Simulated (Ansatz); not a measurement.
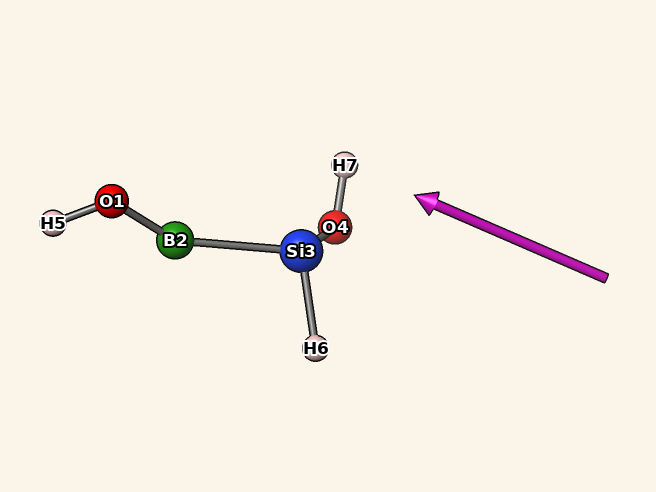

The arrow beside the molecule shows the direction of the dipole moment, from the negative to the positive end (its length means nothing). The geometry was computed by an optimisation with PBE-D4/def2-SVP. No frequency run is at hand to confirm it as a minimum. Level of theory: RKS PBE-D4/def2-SVP (Ansatz 0.2.0).

### Estimate the dipole moment.

3.55 D; it points from the side of H6 to the side of H5 (the outermost atoms at the two ends).
